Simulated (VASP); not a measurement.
Band structure of Pb (space group Fm-3m). Method: PBE GGA, VASP's PBE PAW potentials (set 64) (plane waves; VASP).

Unless said otherwise, spin-orbit coupling is left out, though it shifts the bands of the heavy elements here.

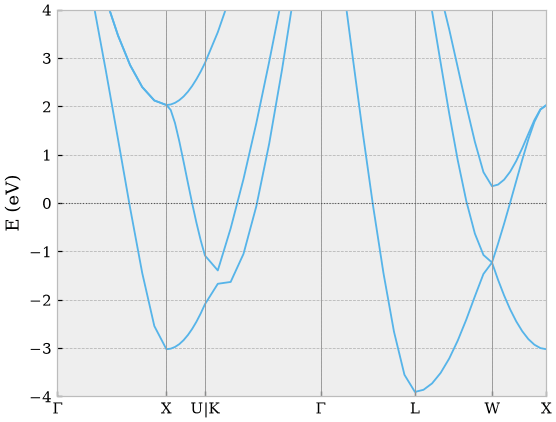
Fig. 1. Bands along high-symmetry lines, zero at the valence-band maximum or, without a gap, the Fermi level

Task: Read the plot: is there a gap, and where are the band edges?

Result: It has no gap at this level: it comes out as a metal or semimetal.

The structure comes from a computed database's Pb entry; how it stands against other phases isn't given here. The cell was not relaxed at this level.
